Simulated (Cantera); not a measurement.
Feed: 1 mol TEOS, 0.96 mol N2O, 66 mol N2, held at 1127 °C.

These are equilibrium values from Cantera (NASA tables, ideal gas, pure condensed phases), not measurements of a reactor. Candidate condensed phases: C, C6H6, C7H8, C8H18, H2O, Si, SiC, SiO2, Si2N2O, Si3N4; 151 gas species. The feed counts by its element totals alone. Kinetics and transport are ignored.

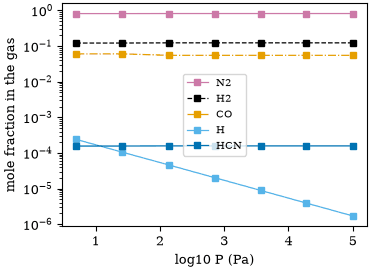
*Equilibrium gas composition (values under 1e-9 drawn at 1e-9)*

From 0.0375 Torr to 0.195 Torr the condensed part is C(graphite) + SiC(s). From 1.05 Torr to 750 Torr the condensed part is C(graphite) + Si2N2O(s). The main Si-bearing gas is SiO throughout.
